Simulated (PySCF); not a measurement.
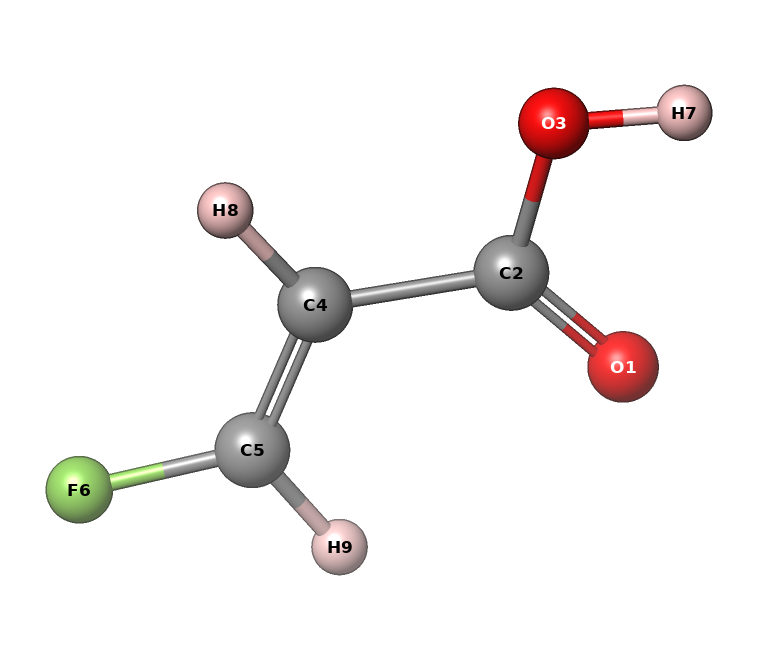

Depth is shown by fading: the farther an atom, the more it takes the colour of the background. Computed geometry: PBE0-D3(BJ)/def2-SVP optimisation. No frequency run is at hand to confirm it as a minimum.

Which atoms or bonds are stereogenic?

Double bonds: C4=C5.

Give the R/S and E/Z labels.

C4=C5: E.

Give a SMILES with the stereochemistry.

O=C(O)/C=C/F
